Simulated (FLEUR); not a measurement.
# Mn3Si: energy against a fixed spin moment, part 2 of 2

Wanted: E(M) for Mn3Si, with its minima.

FLEUR MaX-R8.1; LDA (VWN); all-electron FLAPW, Dirac cores, scalar-relativistic bands.

So far, magnetization (μB): step 2 (unconstrained state) 1.08.

### Step 4. Moment fixed at 0.962 μB

Two Fermi energies hold the total moment; the run starts from the free run's density.

The input, inp.xml:

```
<?xml version="1.0" encoding="UTF-8" standalone="no"?>
<fleurInput fleurInputVersion="0.39">
   <comment>
      Mn3Si
   </comment>
   <calculationSetup>
      <cutoffs Kmax="3.6" Gmax="10.8" GmaxXC="10.8" numbands="0"/>
      <scfLoop itmax="90" minDistance="0.00002" maxIterBroyd="15" imix="Anderson" alpha="0.05" precondParam="0.7" spinf="2.0" sdNocoIR="T"/>
      <coreElectrons ctail="T" frcor="F" kcrel="0" coretail_lmax="0"/>
      <xcFunctional name="vwn" relativisticCorrections="F"/>
      <magnetism jspins="2" fixed_moment="0.962"/>
      <soc l_soc="F" theta="0.0" phi="0.0" spav="F"/>
      <expertModes spex="0" secvar="F"/>
      <geometryOptimization l_f="F" forcealpha="1.0" forcemix="BFGS" epsdisp="0.00001" epsforce="0.00001"/>
      <ldaU l_linMix="F" mixParam="0.05" spinf="1.0"/>
   </calculationSetup>
   <cell>
      <bzIntegration valenceElectrons="49.0" mode="hist" fermiSmearingEnergy="0.00293995">
         <kPointListSelection listName="default-1"/>
         <xi:include xmlns:xi="http://www.w3.org/2001/XInclude" href="kpts.xml"> </xi:include>
      </bzIntegration>
      <xi:include xmlns:xi="http://www.w3.org/2001/XInclude" href="sym.xml"> </xi:include>
      <bulkLattice scale="1.0">
         <bravaisMatrix>
            <row-1>    0.0000000000000000     5.4065064424806000     5.4065064424806000</row-1>
            <row-2>    5.4065064424806000     0.0000000000000000     5.4065064424806000</row-2>
            <row-3>    5.4065064424806000     5.4065064424806000     0.0000000000000000</row-3>
         </bravaisMatrix>
      </bulkLattice>
   </cell>
   <atomSpecies>
      <species name="Manganese 3.500" element="Mn" atomicNumber="25">
         <mtSphere radius="2.28" gridPoints="753" logIncrement="0.016"/>
         <atomicCutoffs lmax="6" lnonsphr="6"/>
         <electronConfig flipSpins="F">
            <coreConfig>(1s1/2) (2s1/2) (2p1/2) (2p3/2)</coreConfig>
            <valenceConfig>(3s1/2) (3p1/2) (3p3/2) (4s1/2) (3d3/2) (3d5/2)</valenceConfig>
            <stateOccupation state="(3d3/2)" spinUp="1.25" spinDown="0.75"/>
            <stateOccupation state="(3d5/2)" spinUp="3.0" spinDown="0.0"/>
         </electronConfig>
         <energyParameters s="4" p="4" d="3" f="4"/>
         <lo type="SCLO" l="0" n="3" eDeriv="0"/>
         <lo type="SCLO" l="1" n="3" eDeriv="0"/>
      </species>
      <species name="Silicon (Si)" element="Si" atomicNumber="14">
         <mtSphere radius="2.28" gridPoints="753" logIncrement="0.015"/>
         <atomicCutoffs lmax="6" lnonsphr="6"/>
         <electronConfig flipSpins="F">
            <coreConfig>(1s1/2) (2s1/2) (2p1/2) (2p3/2)</coreConfig>
            <valenceConfig>(3s1/2) (3p1/2) (3p3/2)</valenceConfig>
            <stateOccupation state="(3p1/2)" spinUp="0.333333" spinDown="0.333333"/>
            <stateOccupation state="(3p3/2)" spinUp="0.666667" spinDown="0.666667"/>
         </electronConfig>
         <energyParameters s="3" p="3" d="3" f="4"/>
      </species>
   </atomSpecies>
   <atomGroups>
      <atomGroup species="Manganese 3.500">
         <relPos label="                   1">1.000/2.000 1.000/2.000 1.000/2.000</relPos>
         <force calculate="T" relaxXYZ="TTT"/>
      </atomGroup>
      <atomGroup species="Manganese 3.500">
         <relPos label="                   2">1.000/4.000 1.000/4.000 1.000/4.000</relPos>
         <relPos label="                   3">-1.000/4.000 -1.000/4.000 -1.000/4.000</relPos>
         <force calculate="T" relaxXYZ="TTT"/>
      </atomGroup>
      <atomGroup species="Silicon (Si)">
         <relPos label="                   4">.0000000000 .0000000000 .0000000000</relPos>
         <force calculate="T" relaxXYZ="TTT"/>
      </atomGroup>
   </atomGroups>
   <output dos="F" band="F" slice="F">
      <bandDOS minEnergy="-.5*Htr" maxEnergy="0.5*Htr" sigma="0.015" storeEVData="T"/>
      <plotting iplot="0" polar="F">
         <plot TwoD="T" vec1="  1.0  0.0  0.0" vec2="  0.0  1.0  0.0" vec3="  0.0  0.0  1.0" zero="  0.0  0.0  0.0" file="plot"/>
      </plotting>
      <moessbauerParams electricFieldGradient="F" isomerShift="F" coreHyperfine="F" valenceHyperfine="F"/>
   </output>
</fleurInput>
```

The run is started by

```console
$ OMP_NUM_THREADS=1 mpirun -n 4 fleur_MPI > fleur.log
```

Output:

```text
[banner, memory and clock lines left out]
Welcome to FLEUR        (www.flapw.de)
      MaX-Release 8.1          (www.max-centre.eu)

 ========== k-point set info ==========
 Selected k-point list: default-1
 k-point list type: mesh
 0 x 0 x 0
 Number of k points: 32

 [... set-up left out ...]
 Iteration:     1   Distance:       1.06781264 me/bohr^3
 Iteration:     2   Distance:       1.02048182 me/bohr^3
 Iteration:     3   Distance:       0.17622244 me/bohr^3
 Iteration:     4   Distance:       0.15110201 me/bohr^3
 Iteration:     5   Distance:       0.05000240 me/bohr^3
 Iteration:     6   Distance:       0.05216089 me/bohr^3
 Iteration:     7   Distance:       0.07353489 me/bohr^3
 Iteration:     8   Distance:       0.01085614 me/bohr^3
[... lines left out ...]
 Iteration:    13   Distance:       0.00012517 me/bohr^3
 Iteration:    14   Distance:       0.00002817 me/bohr^3
 Iteration:    15   Distance:       0.00003501 me/bohr^3
 Iteration:    16   Distance:       0.00003279 me/bohr^3
 Iteration:    17   Distance:       0.00002876 me/bohr^3
 Iteration:    18   Distance:       0.00001358 me/bohr^3

 ********************************************************************
 Run finished successfully
 Stop message:
   all done
 ********************************************************************

--- out.xml (last complete iteration) ---
<iteration numberForCurrentRun="   18" overallNumber="   89">
         [... left out ...]
         <bandgap value="0.0145360103" units="eV"/>
         <sumValenceSingleParticleEnergies value="-15.9688057654" units="Htr"/>
         <bandgap value="0.0046361300" units="eV"/>
         <sumValenceSingleParticleEnergies value="-32.1099295854" units="Htr"/>
         <FermiEnergy value="0.4043164842" units="Htr"/>
         <FixedTotalMoment fermiEnergyUp="0.3912584097" fermiEnergyDown="0.4043164842" units="Htr"/>
         [... left out ...]
         <magneticMomentsInMTSpheres units="muBohr">
            <globalMagMoment atomType="1" vec="0.00000   0.00000   2.38271"/>
            <globalMagMoment atomType="2" vec="0.00000   0.00000  -0.74095"/>
            <globalMagMoment atomType="3" vec="0.00000   0.00000   0.03358"/>
         </magneticMomentsInMTSpheres>
         [... left out ...]
         <totalEnergy value="    -3758.7419619953" units="Htr">
            <sumOfEigenvalues value="    -2162.9295398680">
               <coreElectrons value="-2130.8196102826"/>
               <valenceElectrons value="-32.1099295854"/>
            </sumOfEigenvalues>
         [... left out ...]
            <freeEnergy value="-3758.7448115785"/>
            <extrapolationTo0K value="-3758.7433867869"/>
         </totalEnergy>
         <densityConvergence units="me/bohr^3">
            <chargeDensity spin="1" distance="0.0000091219"/>
            <chargeDensity spin="2" distance="0.0000086560"/>
            <overallChargeDensity distance="0.0000114801"/>
            <spinDensity distance="0.0000135823"/>
         </densityConvergence>
      </iteration>
```

Elapsed: 7.4 s, on 4 MPI ranks of AMD EPYC 9R45, shared host; peak memory 0.24 GiB; 29 s of CPU time.

Read from the output:

| Quantity | Value |
| --- | --- |
| magnetization | 0.962 μB |

Its energy lies +8.7 meV a cell from the free run's.

### Step 5. Moment fixed at 1.442 μB

Edit inp.xml of step 4 so:

```diff
@@ -10,3 +10,3 @@
       <xcFunctional name="vwn" relativisticCorrections="F"/>
-      <magnetism jspins="2" fixed_moment="0.962"/>
+      <magnetism jspins="2" fixed_moment="1.442"/>
       <soc l_soc="F" theta="0.0" phi="0.0" spav="F"/>
```

Output:

```text
[banner, memory and clock lines left out]
Welcome to FLEUR        (www.flapw.de)
      MaX-Release 8.1          (www.max-centre.eu)

 ========== k-point set info ==========
 Selected k-point list: default-1
 k-point list type: mesh
 0 x 0 x 0
 Number of k points: 32

 [... set-up left out ...]
 Iteration:     1   Distance:       3.35642148 me/bohr^3
 Iteration:     2   Distance:       3.22920544 me/bohr^3
 Iteration:     3   Distance:       2.83918861 me/bohr^3
 Iteration:     4   Distance:       0.93774246 me/bohr^3
 Iteration:     5   Distance:       0.86891216 me/bohr^3
[...]
<sumOfEigenvalues value="    -2162.9833529277">
               <coreElectrons value="-2130.8586181458"/>
               <valenceElectrons value="-32.1247347819"/>
            </sumOfEigenvalues>
         [... left out ...]
            <freeEnergy value="-3758.7446679852"/>
            <extrapolationTo0K value="-3758.7428943424"/>
         </totalEnergy>
         <densityConvergence units="me/bohr^3">
            <chargeDensity spin="1" distance="0.0000114008"/>
            <chargeDensity spin="2" distance="0.0000056625"/>
            <overallChargeDensity distance="0.0000133691"/>
            <spinDensity distance="0.0000120561"/>
         </densityConvergence>
      </iteration>
```

Elapsed: 8.4 s, on 4 MPI ranks; peak memory 0.24 GiB; 33 s of CPU time.

Read from the output:

| Quantity | Value |
| --- | --- |
| magnetization | 1.442 μB |

Its energy lies +12.6 meV a cell from the free run's.

### Step 6. Moment fixed at 0.481 μB

Edit inp.xml of step 5 so:

```diff
@@ -10,3 +10,3 @@
       <xcFunctional name="vwn" relativisticCorrections="F"/>
-      <magnetism jspins="2" fixed_moment="1.442"/>
+      <magnetism jspins="2" fixed_moment="0.481"/>
       <soc l_soc="F" theta="0.0" phi="0.0" spav="F"/>
```

Output:

```text
[banner, memory and clock lines left out]
Welcome to FLEUR        (www.flapw.de)
      MaX-Release 8.1          (www.max-centre.eu)

 ========== k-point set info ==========
 Selected k-point list: default-1
 k-point list type: mesh
 0 x 0 x 0
 Number of k points: 32

 [... set-up left out ...]
 Iteration:     1   Distance:       5.27687623 me/bohr^3
 Iteration:     2   Distance:       5.10062899 me/bohr^3
 Iteration:     3   Distance:       4.01682229 me/bohr^3
 Iteration:     4   Distance:       0.43532977 me/bohr^3
 Iteration:     5   Distance:       0.23223665 me/bohr^3
[...]
<sumOfEigenvalues value="    -2162.9347104102">
               <coreElectrons value="-2130.8332567046"/>
               <valenceElectrons value="-32.1014537056"/>
            </sumOfEigenvalues>
         [... left out ...]
            <freeEnergy value="-3758.7402108949"/>
            <extrapolationTo0K value="-3758.7378487398"/>
         </totalEnergy>
         <densityConvergence units="me/bohr^3">
            <chargeDensity spin="1" distance="0.0000151450"/>
            <chargeDensity spin="2" distance="0.0000084591"/>
            <overallChargeDensity distance="0.0000166056"/>
            <spinDensity distance="0.0000180585"/>
         </densityConvergence>
      </iteration>
```

It took 8.6 s on 4 MPI ranks; peak memory 0.25 GiB.

This step gave:

```yaml
magnetization: 0.481 μB
```

Its energy lies +133.9 meV a cell from the free run's.

### Step 7. All moments

The other moments were run in the same way.

Table of energy over the lowest by total spin moment:

| total spin moment (μB a cell) | energy over the lowest (meV a cell) |
| --- | --- |
| 0.00 | 314 |
| 0.48 | 134 |
| 0.96 | 8.73 |
| 1.08 | 0 |
| 1.44 | 12.6 |
| 1.92 | 41.7 |
| 2.40 | 75.1 |
| 2.88 | 118 |

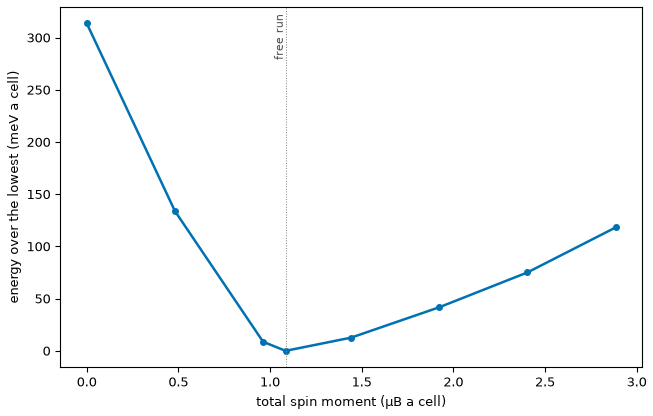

Energy over the lowest against total spin moment.

The moment, largest sphere moment by total spin moment:

| total spin moment (μB a cell) | moment, largest sphere moment (μB) |
| --- | --- |
| 0.00 | 0 |
| 0.48 | 2.14 |
| 0.96 | 2.38 |
| 1.08 | 2.39 |
| 1.44 | 2.30 |
| 1.92 | 2.16 |
| 2.40 | 2.03 |
| 2.88 | 1.97 |

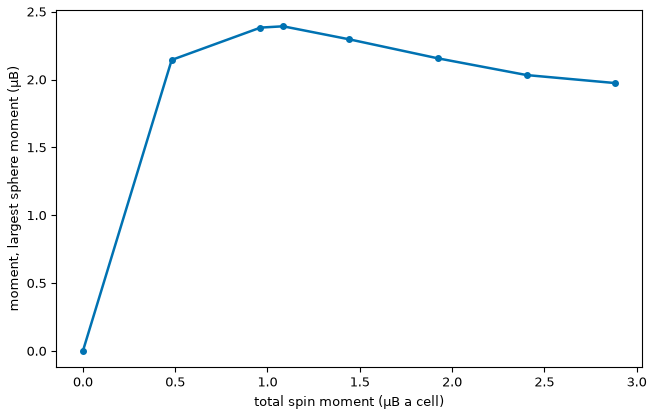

Moment, largest sphere moment, plotted against total spin moment.

### Step 8. What came out

| Property | Result |
| --- | --- |
| moment of the free run | 1.08 μB a cell |
| moment of the lowest point | 1.08 μB a cell |
| energy of the spinless run | 314 meV a cell over the lowest |

What this shows: The lowest point lies 314 meV a cell under the spinless run, in free energy at a smearing of 0.08 eV. The point at zero is the spinless run. Opposed orders, which also have no total moment, were not run.

[Logs and program files are shortened in this print: banners, set-up blocks, solver, clock and traceback lines can be left out without a mark of their own.]

[Logs are printed without paths, hosts, clocks, repeated set-up lines and the standing remarks that a program may print on its own settings, such as how far it seeks lower states.]

[Hosts, paths, dates, database ids (printed as entryN), source tags and the programs' standing remarks are cut or masked in the printed files.]

[Where a cell is said to come from a database of computed structures, the database is the Materials Project.]
